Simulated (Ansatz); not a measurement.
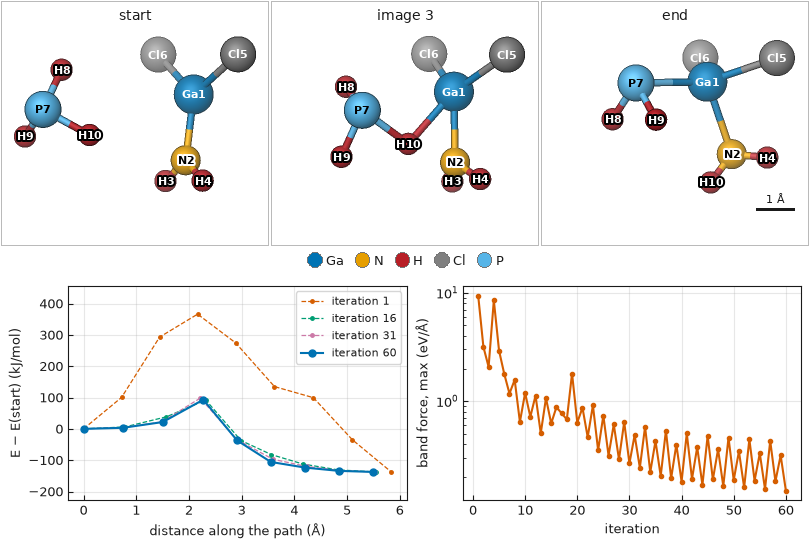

NEB run on GaPNH5Cl2, made up at the start of GaNH2Cl2 and PH3. Images are numbered from 0 (start) to 8 (end). The plot follows the band through its iterations. Style: ball-and-stick. Shown face on.

Level of theory: Ansatz, RKS PBE0/def2-SVP. Run with 7 movable images; climbing image; force threshold 0.05 eV/Å; iteration limit 60; optimiser L-BFGS; starting path through a guess of the saddle point.

Judge this run.

Answer. The result isn't final. The band hadn't converged when the run stopped after 60 iterations. The largest component of the band force went from 9.4 to 0.15 eV/Å. The barrier read from it is provisional, though the highest image hardly moved in the last two iterations. The first iteration put the highest image at 366.2 kJ/mol. Forward barrier 93.2 kJ/mol, backward barrier 230.6 kJ/mol, with image 3 at the top; the reaction energy is −137.5 kJ/mol.

Limits of the set-up: the start holds two separate molecules, 2.9 Å apart at their closest, whose relative position is a soft coordinate and is computed without a dispersion correction.
